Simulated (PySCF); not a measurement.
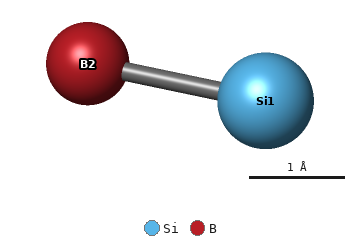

**Figure 1.** The input geometry (ball-and-stick view, seen at a tilt; atoms are numbered from 1 in the order of the input). Bond lengths as drawn: B–Si 2.03 Å.

# BSi: single-point calculation

BSi, multiplicity 4, computed with UHF/def2-svpd, eomip (PySCF 2.14.0).

Some settings of this run were made unusual or wrong on purpose.

### Input file
```python
from pyscf import gto, scf, cc

mol = gto.M(
    atom='Si 0 0 0; B 0 0 2.026',
    basis='def2-svpd',
    charge=0,
    spin=3,
    verbose=4,
)
mf = scf.UHF(mol)
mf = mf.density_fit(auxbasis='def2-universal-jkfit')
mf.diis = False
mf.kernel()
mycc = cc.CCSD(mf)
mycc.kernel()
e = mycc.ipccsd(nroots=3)[0]
print('roots (eV) =', (e*27.211386).round(3))
mf.dip_moment()
print('orbital energies (hartree):', [e[max(0, n-3):n+3].round(4) for e, n in zip(mf.mo_energy, mol.nelec)])
```

Command:
```bash
OMP_NUM_THREADS=1 python input.py
```

### The program's output
```
PySCF version 2.14.0

[INPUT] verbose = 4
[INPUT] num. atoms = 2
[INPUT] num. electrons = 19
[INPUT] charge = 0
[INPUT] spin (= nelec alpha-beta = 2S) = 3
[INPUT] symmetry False subgroup None
[INPUT] Mole.unit = angstrom
[INPUT] Symbol           X                Y                Z      unit          X                Y                Z       unit  Magmom
[INPUT]  1 Si     0.000000000000   0.000000000000   0.000000000000 AA    0.000000000000   0.000000000000   0.000000000000 Bohr   0.0
[INPUT]  2 B      0.000000000000   0.000000000000   2.026000000000 AA    0.000000000000   0.000000000000   3.828585128369 Bohr   0.0

nuclear repulsion = 18.2835166655479
number of shells = 18
number of NR pGTOs = 72
number of NR cGTOs = 44
basis = def2-svpd
ecp = {}

******** <class 'pyscf.df.df_jk.DFUHF'> ********
method = DFUHF
initial guess = minao
damping factor = 0
level_shift factor = 0
DIIS disabled
SCF conv_tol = 1e-09
SCF conv_tol_grad = None
SCF max_cycles = 50
direct_scf = False
number electrons alpha = 11  beta = 8
Set gradient conv threshold to 3.16228e-05
******** <class 'pyscf.df.df.DF'> ********
auxbasis = def2-universal-jkfit
init E= -313.128484280634
  alpha nocc = 11  HOMO = -0.0794425115950583  LUMO = 0.0632773769043108
  beta  nocc = 8  HOMO = -0.369744617912431  LUMO = -0.104773689940461

WARN: HOMO -0.0794425115950583 >= LUMO -0.104773689940461

cycle= 1 E= -313.298146029546  delta_E= -0.17  |g|= 0.127  |ddm|=  1.2
  alpha nocc = 11  HOMO = -0.34257382670474  LUMO = 0.0970802921721351
  beta  nocc = 8  HOMO = -0.39026266023321  LUMO = -0.0276329018173189
  HOMO = -0.342573826705  LUMO = -0.0276329018173  gap/eV = 8.56998
cycle= 2 E= -313.323545540096  delta_E= -0.0254  |g|= 0.0539  |ddm|= 0.516
  alpha nocc = 11  HOMO = -0.31853116059972  LUMO = 0.111921524248055
  beta  nocc = 8  HOMO = -0.361891996855929  LUMO = 0.0109413569970425
  HOMO = -0.3185311606  LUMO = 0.010941356997  gap/eV = 8.96540
cycle= 3 E= -313.32953712446  delta_E= -0.00599  |g|= 0.0332  |ddm|= 0.207
  alpha nocc = 11  HOMO = -0.319630176582918  LUMO = 0.110877934340889
  beta  nocc = 8  HOMO = -0.362668760375071  LUMO = 0.00922185793622843
  HOMO = -0.319630176583  LUMO = 0.00922185793623  gap/eV = 8.94852
cycle= 4 E= -313.332378264287  delta_E= -0.00284  |g|= 0.0228  |ddm|= 0.128
  alpha nocc = 11  HOMO = -0.318024650062736  LUMO = 0.113392601073792
  beta  nocc = 8  HOMO = -0.363184109106778  LUMO = 0.0158360266432329
  HOMO = -0.318024650063  LUMO = 0.0158360266432  gap/eV = 9.08481
cycle= 5 E= -313.334118078801  delta_E= -0.00174  |g|= 0.0184  |ddm|= 0.0795
  alpha nocc = 11  HOMO = -0.317460370737464  LUMO = 0.113931242606581
  beta  nocc = 8  HOMO = -0.363848157732018  LUMO = 0.0172162771724145
  HOMO = -0.317460370737  LUMO = 0.0172162771724  gap/eV = 9.10702
cycle= 6 E= -313.335313266733  delta_E= -0.0012  |g|= 0.0152  |ddm|= 0.0635
  alpha nocc = 11  HOMO = -0.316879996247303  LUMO = 0.115091182265768
  beta  nocc = 8  HOMO = -0.365006006277892  LUMO = 0.0199024795266958
  HOMO = -0.316879996247  LUMO = 0.0199024795267  gap/eV = 9.16432
cycle= 7 E= -313.336162234544  delta_E= -0.000849  |g|= 0.0128  |ddm|= 0.0505
  alpha nocc = 11  HOMO = -0.316567039345968  LUMO = 0.115856147974589
  beta  nocc = 8  HOMO = -0.365870641530548  LUMO = 0.0213293877354141
  HOMO = -0.316567039346  LUMO = 0.0213293877354  gap/eV = 9.19463
cycle= 8 E= -313.336773120316  delta_E= -0.000611  |g|= 0.0109  |ddm|= 0.0418
  alpha nocc = 11  HOMO = -0.316315897282199  LUMO = 0.116602771092082
  beta  nocc = 8  HOMO = -0.366731327849106  LUMO = 0.0227978221748449
  HOMO = -0.316315897282  LUMO = 0.0227978221748  gap/eV = 9.22775
cycle= 9 E= -313.337213320286  delta_E= -0.00044  |g|= 0.00921  |ddm|= 0.0348
  alpha nocc = 11  HOMO = -0.316157680197876  LUMO = 0.116806191912224
  beta  nocc = 8  HOMO = -0.3674016084956  LUMO = 0.0232226152180147
  HOMO = -0.316157680198  LUMO = 0.023222615218  gap/eV = 9.23501
cycle= 10 E= -313.337530552211  delta_E= -0.000317  |g|= 0.00782  |ddm|= 0.029
  alpha nocc = 11  HOMO = -0.316038384219496  LUMO = 0.116734444199579
  beta  nocc = 8  HOMO = -0.367969168040761  LUMO = 0.0234966805137692
  HOMO = -0.316038384219  LUMO = 0.0234966805138  gap/eV = 9.23922
cycle= 11 E= -313.33775895705  delta_E= -0.000228  |g|= 0.00664  |ddm|= 0.0243
  alpha nocc = 11  HOMO = -0.315955526864498  LUMO = 0.116651235475364
  beta  nocc = 8  HOMO = -0.368416045263906  LUMO = 0.0237004499992229
  HOMO = -0.315955526864  LUMO = 0.0237004499992  gap/eV = 9.24251
cycle= 12 E= -313.337923291823  delta_E= -0.000164  |g|= 0.00564  |ddm|= 0.0204
  alpha nocc = 11  HOMO = -0.315893296503618  LUMO = 0.116562280041642
  beta  nocc = 8  HOMO = -0.368776141279334  LUMO = 0.0238475951131952
  HOMO = -0.315893296504  LUMO = 0.0238475951132  gap/eV = 9.24482
cycle= 13 E= -313.338041452384  delta_E= -0.000118  |g|= 0.00478  |ddm|= 0.0172
  alpha nocc = 11  HOMO = -0.31584746418687  LUMO = 0.116478718904595
  beta  nocc = 8  HOMO = -0.369060660396369  LUMO = 0.0239528231239649
  HOMO = -0.315847464187  LUMO = 0.023952823124  gap/eV = 9.24644
cycle= 14 E= -313.338126368372  delta_E= -8.49e-05  |g|= 0.00406  |ddm|= 0.0145
  alpha nocc = 11  HOMO = -0.315812530082288  LUMO = 0.116400787931514
  beta  nocc = 8  HOMO = -0.369287324296874  LUMO = 0.0240261148843427
  HOMO = -0.315812530082  LUMO = 0.0240261148843  gap/eV = 9.24748
cycle= 15 E= -313.338187364028  delta_E= -6.1e-05  |g|= 0.00344  |ddm|= 0.0122
  alpha nocc = 11  HOMO = -0.315785880965035  LUMO = 0.11633038850219
  beta  nocc = 8  HOMO = -0.369467411487845  LUMO = 0.0240761734054286
  HOMO = -0.315785880965  LUMO = 0.0240761734054  gap/eV = 9.24812
cycle= 16 E= -313.338231157867  delta_E= -4.38e-05  |g|= 0.00292  |ddm|= 0.0103
  alpha nocc = 11  HOMO = -0.315765206005759  LUMO = 0.116267403796613
  beta  nocc = 8  HOMO = -0.369611267949078  LUMO = 0.0241092654090754
  HOMO = -0.315765206006  LUMO = 0.0241092654091  gap/eV = 9.24846
cycle= 17 E= -313.338262587197  delta_E= -3.14e-05  |g|= 0.00247  |ddm|= 0.00871
  alpha nocc = 11  HOMO = -0.315749069694098  LUMO = 0.116211772370711
  beta  nocc = 8  HOMO = -0.369726501121457  LUMO = 0.0241303011727302
  HOMO = -0.315749069694  LUMO = 0.0241303011727  gap/eV = 9.24859
cycle= 18 E= -313.338285133138  delta_E= -2.25e-05  |g|= 0.0021  |ddm|= 0.00737
  alpha nocc = 11  HOMO = -0.315736347426859  LUMO = 0.116162987138497
  beta  nocc = 8  HOMO = -0.369819268677356  LUMO = 0.0241428498685413
  HOMO = -0.315736347427  LUMO = 0.0241428498685  gap/eV = 9.24858
cycle= 19 E= -313.338301299661  delta_E= -1.62e-05  |g|= 0.00178  |ddm|= 0.00624
  alpha nocc = 11  HOMO = -0.315726250767424  LUMO = 0.116120497364711
  beta  nocc = 8  HOMO = -0.369894269547349  LUMO = 0.0241495624822795
  HOMO = -0.315726250767  LUMO = 0.0241495624823  gap/eV = 9.24849
cycle= 20 E= -313.338312887073  delta_E= -1.16e-05  |g|= 0.00151  |ddm|= 0.00528
  alpha nocc = 11  HOMO = -0.315718178945954  LUMO = 0.116083671453274
  beta  nocc = 8  HOMO = -0.369955191210512  LUMO = 0.0241523432218239
  HOMO = -0.315718178946  LUMO = 0.0241523432218  gap/eV = 9.24835
cycle= 21 E= -313.338321189146  delta_E= -8.3e-06  |g|= 0.00127  |ddm|= 0.00447
  alpha nocc = 11  HOMO = -0.315711687115998  LUMO = 0.116051889119616
  beta  nocc = 8  HOMO = -0.370004889011681  LUMO = 0.0241525585996985
  HOMO = -0.315711687116  LUMO = 0.0241525585997  gap/eV = 9.24818
cycle= 22 E= -313.338327135185  delta_E= -5.95e-06  |g|= 0.00108  |ddm|= 0.00379
  alpha nocc = 11  HOMO = -0.315706435413141  LUMO = 0.116024551005081
  beta  nocc = 8  HOMO = -0.370045598637733  LUMO = 0.0241511690791143
  HOMO = -0.315706435413  LUMO = 0.0241511690791  gap/eV = 9.24800
cycle= 23 E= -313.338331392364  delta_E= -4.26e-06  |g|= 0.000913  |ddm|= 0.00321
  alpha nocc = 11  HOMO = -0.315702164984094  LUMO = 0.11600110169751
  beta  nocc = 8  HOMO = -0.37007907117021  LUMO = 0.0241488421434488
  HOMO = -0.315702164984  LUMO = 0.0241488421434  gap/eV = 9.24782
cycle= 24 E= -313.33833443943  delta_E= -3.05e-06  |g|= 0.000773  |ddm|= 0.00271
  alpha nocc = 11  HOMO = -0.315698675834105  LUMO = 0.115981034395862
  beta  nocc = 8  HOMO = -0.370106688059141  LUMO = 0.0241460320572807
  HOMO = -0.315698675834  LUMO = 0.0241460320573  gap/eV = 9.24765
cycle= 25 E= -313.33833661975  delta_E= -2.18e-06  |g|= 0.000654  |ddm|= 0.0023
  alpha nocc = 11  HOMO = -0.315695812796722  LUMO = 0.115963894609812
  beta  nocc = 8  HOMO = -0.370129543980317  LUMO = 0.0241430412804071
  HOMO = -0.315695812797  LUMO = 0.0241430412804  gap/eV = 9.24749
cycle= 26 E= -313.338338179482  delta_E= -1.56e-06  |g|= 0.000553  |ddm|= 0.00194
  alpha nocc = 11  HOMO = -0.315693454403679  LUMO = 0.115949278957656
  beta  nocc = 8  HOMO = -0.370148511771673  LUMO = 0.024140064735238
  HOMO = -0.315693454404  LUMO = 0.0241400647352  gap/eV = 9.24734
cycle= 27 E= -313.338339295016  delta_E= -1.12e-06  |g|= 0.000468  |ddm|= 0.00164
  alpha nocc = 11  HOMO = -0.315691504996398  LUMO = 0.11593683272343
  beta  nocc = 8  HOMO = -0.370164291113026  LUMO = 0.0241372224073486
  HOMO = -0.315691504996  LUMO = 0.0241372224073  gap/eV = 9.24721
cycle= 28 E= -313.338340092698  delta_E= -7.98e-07  |g|= 0.000396  |ddm|= 0.00139
  alpha nocc = 11  HOMO = -0.315689888704684  LUMO = 0.115926246080537
  beta  nocc = 8  HOMO = -0.370177446016502  LUMO = 0.024134582725829
  HOMO = -0.315689888705  LUMO = 0.0241345827258  gap/eV = 9.24709
cycle= 29 E= -313.338340662996  delta_E= -5.7e-07  |g|= 0.000335  |ddm|= 0.00118
  alpha nocc = 11  HOMO = -0.315688544984811  LUMO = 0.115917249941561
  beta  nocc = 8  HOMO = -0.370188433450444  LUMO = 0.024132179344607
  HOMO = -0.315688544985  LUMO = 0.0241321793446  gap/eV = 9.24699
cycle= 30 E= -313.338341070664  delta_E= -4.08e-07  |g|= 0.000283  |ddm|= 0.000995
  alpha nocc = 11  HOMO = -0.315687425224853  LUMO = 0.115909611644074
  beta  nocc = 8  HOMO = -0.370197625453768  LUMO = 0.0241300230058071
  HOMO = -0.315687425225  LUMO = 0.0241300230058  gap/eV = 9.24690
cycle= 31 E= -313.338341362042  delta_E= -2.91e-07  |g|= 0.000239  |ddm|= 0.000842
  alpha nocc = 11  HOMO = -0.315686490173034  LUMO = 0.115903130766132
  beta  nocc = 8  HOMO = -0.370205326258711  LUMO = 0.0241281098651029
  HOMO = -0.315686490173  LUMO = 0.0241281098651  gap/eV = 9.24683
cycle= 32 E= -313.338341570278  delta_E= -2.08e-07  |g|= 0.000202  |ddm|= 0.000712
  alpha nocc = 11  HOMO = -0.315685707965801  LUMO = 0.115897635182792
  beta  nocc = 8  HOMO = -0.370211785654956  LUMO = 0.0241264272520947
  HOMO = -0.315685707966  LUMO = 0.0241264272521  gap/eV = 9.24676
cycle= 33 E= -313.338341719081  delta_E= -1.49e-07  |g|= 0.000171  |ddm|= 0.000602
  alpha nocc = 11  HOMO = -0.315685052610503  LUMO = 0.115892977444125
  beta  nocc = 8  HOMO = -0.370217209476644  LUMO = 0.0241249576011523
  HOMO = -0.315685052611  LUMO = 0.0241249576012  gap/eV = 9.24670
cycle= 34 E= -313.338341825405  delta_E= -1.06e-07  |g|= 0.000145  |ddm|= 0.000509
  alpha nocc = 11  HOMO = -0.315684502808424  LUMO = 0.115889031503957
  beta  nocc = 8  HOMO = -0.370221767888363  LUMO = 0.024123681081295
  HOMO = -0.315684502808  LUMO = 0.0241236810813  gap/eV = 9.24665
cycle= 35 E= -313.33834190137  delta_E= -7.6e-08  |g|= 0.000122  |ddm|= 0.00043
  alpha nocc = 11  HOMO = -0.315684041036313  LUMO = 0.11588568980255
  beta  nocc = 8  HOMO = -0.370225601971729  LUMO = 0.024122577311816
  HOMO = -0.315684041036  LUMO = 0.0241225773118  gap/eV = 9.24661
cycle= 36 E= -313.338341955642  delta_E= -5.43e-08  |g|= 0.000103  |ddm|= 0.000364
  alpha nocc = 11  HOMO = -0.315683652824711  LUMO = 0.115882860691364
  beta  nocc = 8  HOMO = -0.370228828993448  LUMO = 0.0241216264407725
  HOMO = -0.315683652825  LUMO = 0.0241216264408  gap/eV = 9.24657
cycle= 37 E= -313.338341994413  delta_E= -3.88e-08  |g|= 8.73e-05  |ddm|= 0.000307
  alpha nocc = 11  HOMO = -0.315683326187128  LUMO = 0.115880466176089
  beta  nocc = 8  HOMO = -0.370231546643011  LUMO = 0.0241208097853124
  HOMO = -0.315683326187  LUMO = 0.0241208097853  gap/eV = 9.24654
cycle= 38 E= -313.33834202211  delta_E= -2.77e-08  |g|= 7.38e-05  |ddm|= 0.00026
  alpha nocc = 11  HOMO = -0.315683051165698  LUMO = 0.115878439952534
  beta  nocc = 8  HOMO = -0.370233836459962  LUMO = 0.0241201101752116
  HOMO = -0.315683051166  LUMO = 0.0241201101752  gap/eV = 9.24651
cycle= 39 E= -313.338342041896  delta_E= -1.98e-08  |g|= 6.24e-05  |ddm|= 0.00022
  alpha nocc = 11  HOMO = -0.315682819467228  LUMO = 0.115876725704402
  beta  nocc = 8  HOMO = -0.370235766619654  LUMO = 0.0241195120992563
  HOMO = -0.315682819467  LUMO = 0.0241195120993  gap/eV = 9.24649
cycle= 40 E= -313.338342056027  delta_E= -1.41e-08  |g|= 5.27e-05  |ddm|= 0.000186
  alpha nocc = 11  HOMO = -0.315682624169892  LUMO = 0.11587527563463
  beta  nocc = 8  HOMO = -0.370237394207965  LUMO = 0.0241190017243753
  HOMO = -0.31568262417  LUMO = 0.0241190017244  gap/eV = 9.24647
cycle= 41 E= -313.338342066122  delta_E= -1.01e-08  |g|= 4.45e-05  |ddm|= 0.000157
  alpha nocc = 11  HOMO = -0.315682459485651  LUMO = 0.115874049202785
  beta  nocc = 8  HOMO = -0.370238767086418  LUMO = 0.0241185668357974
  HOMO = -0.315682459486  LUMO = 0.0241185668358  gap/eV = 9.24646
cycle= 42 E= -313.338342073332  delta_E= -7.21e-09  |g|= 3.76e-05  |ddm|= 0.000133
  alpha nocc = 11  HOMO = -0.315682320566693  LUMO = 0.115873012041873
  beta  nocc = 8  HOMO = -0.370239925427291  LUMO = 0.024118196731324
  HOMO = -0.315682320567  LUMO = 0.0241181967313  gap/eV = 9.24644
cycle= 43 E= -313.338342078482  delta_E= -5.15e-09  |g|= 3.18e-05  |ddm|= 0.000112
  alpha nocc = 11  HOMO = -0.315682203347066  LUMO = 0.11587213503155
  beta  nocc = 8  HOMO = -0.370240902981244  LUMO = 0.0241178820920347
  HOMO = -0.315682203347  LUMO = 0.024117882092  gap/eV = 9.24643
cycle= 44 E= -313.33834208216  delta_E= -3.68e-09  |g|= 2.69e-05  |ddm|= 9.48e-05
  alpha nocc = 11  HOMO = -0.315682104412598  LUMO = 0.115871393507006
  beta  nocc = 8  HOMO = -0.370241728127317  LUMO = 0.0241176148439567
  HOMO = -0.315682104413  LUMO = 0.024117614844  gap/eV = 9.24642
cycle= 45 E= -313.338342084787  delta_E= -2.63e-09  |g|= 2.27e-05  |ddm|= 8.01e-05
  alpha nocc = 11  HOMO = -0.315682020893432  LUMO = 0.115870766584054
  beta  nocc = 8  HOMO = -0.370242424744816  LUMO = 0.024117388020225
  HOMO = -0.315682020893  LUMO = 0.0241173880202  gap/eV = 9.24641
cycle= 46 E= -313.338342086663  delta_E= -1.88e-09  |g|= 1.92e-05  |ddm|= 6.77e-05
  alpha nocc = 11  HOMO = -0.315681950375275  LUMO = 0.115870236584581
  beta  nocc = 8  HOMO = -0.37024301293916  LUMO = 0.0241171956293627
  HOMO = -0.315681950375  LUMO = 0.0241171956294  gap/eV = 9.24641
cycle= 47 E= -313.338342088003  delta_E= -1.34e-09  |g|= 1.62e-05  |ddm|= 5.72e-05
  alpha nocc = 11  HOMO = -0.315681890825552  LUMO = 0.115869788548462
  beta  nocc = 8  HOMO = -0.370243509647189  LUMO = 0.0241170325329506
  HOMO = -0.315681890826  LUMO = 0.024117032533  gap/eV = 9.24640
cycle= 48 E= -313.338342088961  delta_E= -9.57e-10  |g|= 1.37e-05  |ddm|= 4.83e-05
  alpha nocc = 11  HOMO = -0.31568184053203  LUMO = 0.115869409817539
  beta  nocc = 8  HOMO = -0.370243929143026  LUMO = 0.0241168943343017
  HOMO = -0.315681840532  LUMO = 0.0241168943343  gap/eV = 9.24639
Extra cycle  E= -313.338342089644  delta_E= -6.83e-10  |g|= 1.16e-05  |ddm|= 4.09e-05
converged SCF energy = -313.338342089644  <S^2> = 3.7583489  2S+1 = 4.0041723

******** <class 'pyscf.cc.dfuccsd.UCCSD'> ********
CC2 = 0
CCSD nocc = (np.int64(11), np.int64(8)), nmo = (44, 44)
max_cycle = 50
direct = 0
conv_tol = 1e-07
conv_tol_normt = 1e-06
diis_space = 6
diis_start_cycle = 0
diis_start_energy_diff = 1e+09
Init t2, MP2 energy = -0.125214481401163
Init E_corr(UCCSD) = -0.125214481684177
cycle = 1  E_corr(UCCSD) = -0.143621325753654  dE = -0.0184068441  norm(t1,t2) = 0.0834105
cycle = 2  E_corr(UCCSD) = -0.149856998781569  dE = -0.00623567303  norm(t1,t2) = 0.0383675
cycle = 3  E_corr(UCCSD) = -0.153880130810375  dE = -0.00402313203  norm(t1,t2) = 0.0258237
cycle = 4  E_corr(UCCSD) = -0.155053825515126  dE = -0.0011736947  norm(t1,t2) = 0.0125835
cycle = 5  E_corr(UCCSD) = -0.155202446745401  dE = -0.00014862123  norm(t1,t2) = 0.00884264
cycle = 6  E_corr(UCCSD) = -0.155453302198499  dE = -0.000250855453  norm(t1,t2) = 0.00316842
cycle = 7  E_corr(UCCSD) = -0.155454417622615  dE = -1.11542412e-06  norm(t1,t2) = 0.0010003
cycle = 8  E_corr(UCCSD) = -0.155459410425688  dE = -4.99280307e-06  norm(t1,t2) = 0.000365329
cycle = 9  E_corr(UCCSD) = -0.155461086707802  dE = -1.67628211e-06  norm(t1,t2) = 0.000129803
cycle = 10  E_corr(UCCSD) = -0.155461062857426  dE = 2.38503754e-08  norm(t1,t2) = 4.4934e-05
cycle = 11  E_corr(UCCSD) = -0.15545941615867  dE = 1.64669876e-06  norm(t1,t2) = 1.80776e-05
cycle = 12  E_corr(UCCSD) = -0.155459164067659  dE = 2.5209101e-07  norm(t1,t2) = 6.85333e-06
cycle = 13  E_corr(UCCSD) = -0.155459124286647  dE = 3.97810122e-08  norm(t1,t2) = 3.53133e-06
cycle = 14  E_corr(UCCSD) = -0.155459265595826  dE = -1.41309179e-07  norm(t1,t2) = 1.87281e-06
cycle = 15  E_corr(UCCSD) = -0.155459314639929  dE = -4.90441022e-08  norm(t1,t2) = 5.99536e-07
```

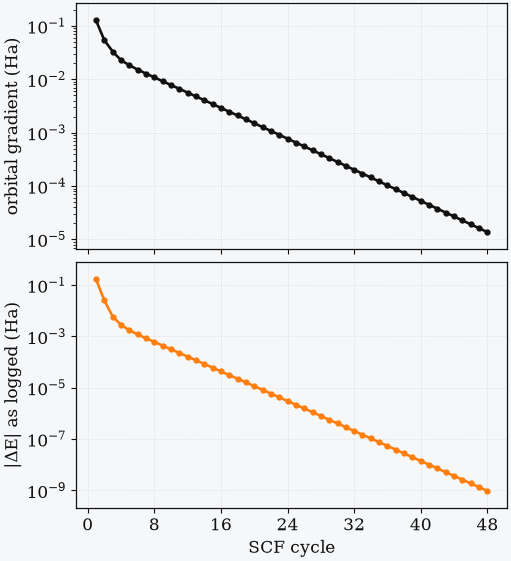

**Figure 2.** Convergence of the self-consistent field: orbital gradient and size of the energy change against the SCF cycle. The residual falls at every step.

```
UCCSD converged
E(UCCSD) = -313.4938014042837  E_corr = -0.1554593146399287

******** <class 'pyscf.cc.eom_uccsd.EOMIP'> ********
max_space = 20
max_cycle = 50
conv_tol = 1e-07
partition = None
EOM-CCSD root 0 E = 0.3212482950806794  qpwt = 0.475399  conv = True
EOM-CCSD root 1 E = 0.3212482950806794  qpwt = 0.474476  conv = True
EOM-CCSD root 2 E = 0.3315474067409213  qpwt = 0.903379  conv = True
roots (eV) = [8.742 8.742 9.022]
Dipole moment(X, Y, Z, Debye): -0.00000, -0.00000,  0.01017
orbital energies (hartree): [array([-0.3523, -0.3157, -0.3157,  0.0314,  0.0314,  0.0839]), array([-4.2506, -0.581 , -0.3702,  0.0241,  0.0241,  0.0298])]
```

### What the run reported

```tsv
quantity	value
outcome	converged
SCF energy	−313.338342 hartree
⟨S²⟩	3.758
dipole moment	0.01 D
hardware	1 CPU thread, shared host
wall time	10 s
```

### Diagnosis

Some settings of this run were drawn to be unusual or wrong. It converged; results that depend on the unusual settings are not reference values.
